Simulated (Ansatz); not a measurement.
**H6N2Si···HF···H2O: density, localisation and related maps**

The calculation's input:

```
crystal:
  periodic: [false, false, false]
  atoms:
    - { symbol: Si, position_ang: [0.383167, 0.697609, 0.723068] }
    - { symbol: F, position_ang: [-0.506466, -2.076968, 1.370147] }
    - { symbol: H, position_ang: [1.43876, -0.320828, 0.840779] }
    - { symbol: H, position_ang: [-0.852785, 0.510881, 1.497683] }
    - { symbol: "N", position_ang: [1.089318, 2.172329, 1.256584] }
    - { symbol: H, position_ang: [-0.990095, -1.444497, -1.577685] }
    - { symbol: "N", position_ang: [-0.149544, 0.624301, -0.987911] }
    - { symbol: H, position_ang: [-0.972595, -2.347613, 0.642514] }
    - { symbol: O, position_ang: [-1.23371, -2.377619, -1.597186] }
    - { symbol: H, position_ang: [2.058185, 2.397154, 1.110673] }
    - { symbol: H, position_ang: [0.547921, 2.98422, 1.498398] }
    - { symbol: H, position_ang: [-0.945564, 1.204621, -1.213909] }
    - { symbol: H, position_ang: [0.568886, 0.793149, -1.678435] }
    - { symbol: H, position_ang: [-0.435379, -2.81694, -1.88472] }
magnetization:
  spin_polarized: true
basis:
  gaussian: { orbitals: def2-SVP }
hamiltonian:
  xc: { name: BHLYP }
  dispersion: d4
relax:
  f_tol: 0.03
  max_steps: 50
output:
  orbitals: {}
```

Run with:

```sh
ansatz run input.yaml --threads 4 --pin off --max-ram 5120MiB --backend cpu --events-out ev --progress --plain --runs-dir out
```

The fields are those of the run's last geometry, not of the input's.

The calculation used UKS BHLYP-D4/def2-SVP in Ansatz.

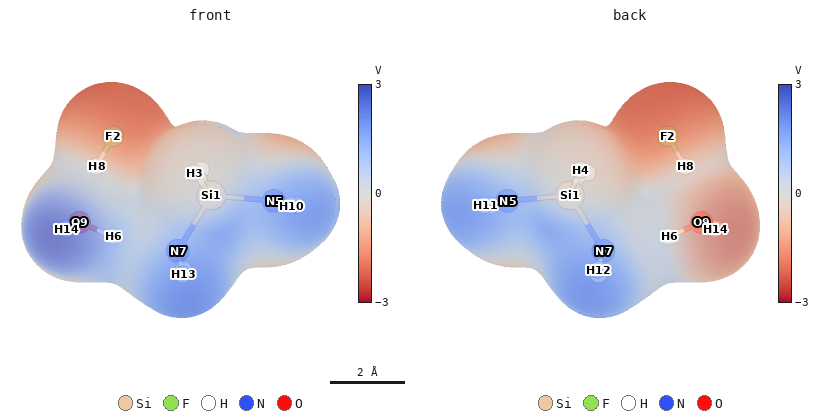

Figure 1. The electrostatic potential painted on the density surface at 0.002 e/bohr³, seen from the front and from behind; the colour scale runs from red (negative) to blue (positive).

### Which sites attract a positive test charge, and which a negative one?

A positive charge is drawn to the negative regions and a negative charge to the positive ones. The most negative region (about −2.1 V) lies over F2, the most positive (about +2.3 V) over H14.

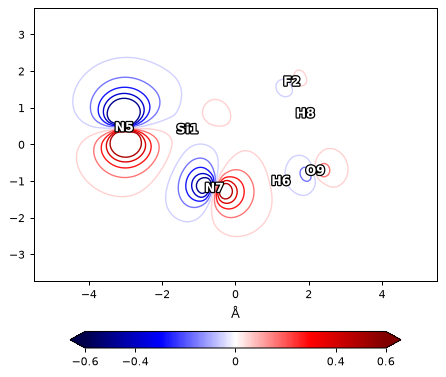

Figure 2. The HOMO on the plane of atoms N5, Si1 and N7 (values in Å⁻³ᐟ²; the overall sign is arbitrary).

### What is the character of this orbital?

It lies mainly on N5 (about 60 %) and N7 (about 20 %). Its energy is −8.55 eV.

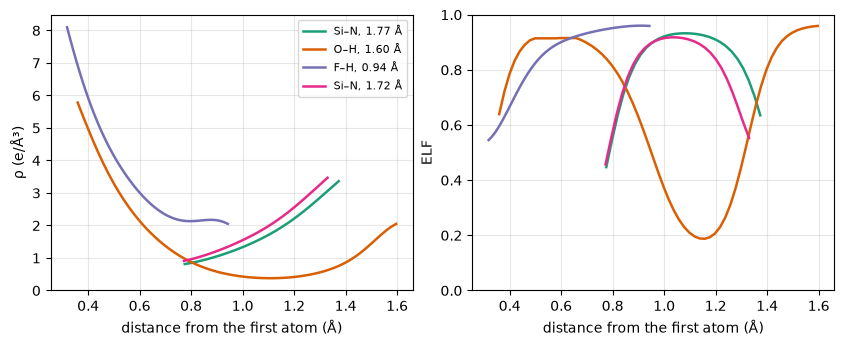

Figure 3. Total electron density and electron localisation function along straight lines between neighbouring atoms. The curves leave out the atomic cores.

### What kind of bonding do the profiles show?

Si–N (1.77 Å): ρ is about 1 e/Å³ halfway; the ELF peaks at about 0.95 between the atoms, as expected for a polar covalent bond.
O9···H8 (1.60 Å): the density falls to about 0.38 e/Å³ on the way; the ELF dips to about 0.20 between them (by its geometry a hydrogen bond between the two molecules, with no shared pair).
F–H (0.94 Å): ρ is about 4.6 e/Å³ halfway; the ELF climbs to about 0.95 towards the hydrogen, as it does in any bond to H; an ordinary covalent bond to hydrogen.
Si–N (1.72 Å): ρ is about 1.1 e/Å³ halfway; the ELF peaks at about 0.90 between the atoms, as expected for a shared but strongly polarised pair.

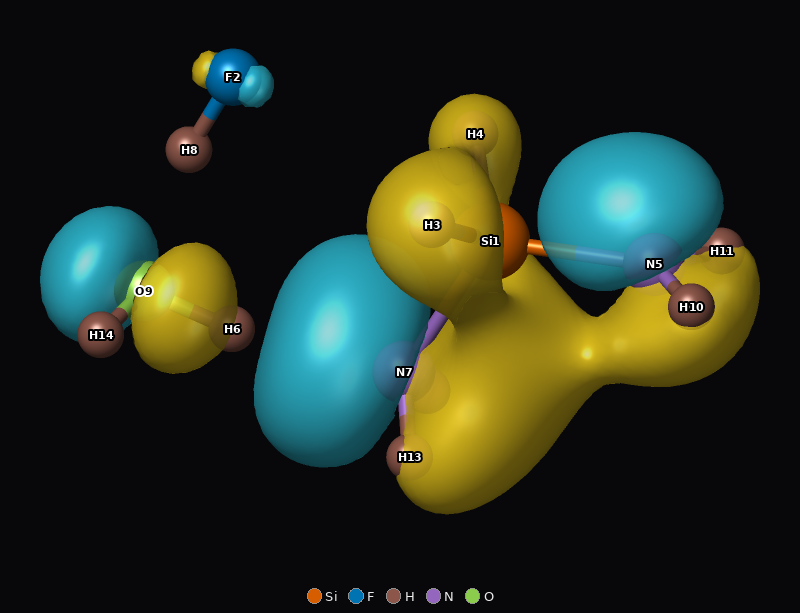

Figure 4. The HOMO−1 at ±0.08 Å⁻³ᐟ² (yellow and cyan are the two phases), seen at a tilt.

### Describe this orbital and give its energy.

It lies mainly on N7 (about 50 %), N5 (about 15 %) and O9 (about 10 %); largely a combination of lone pairs on N7, N5 and O9. Its energy is −9.84 eV.
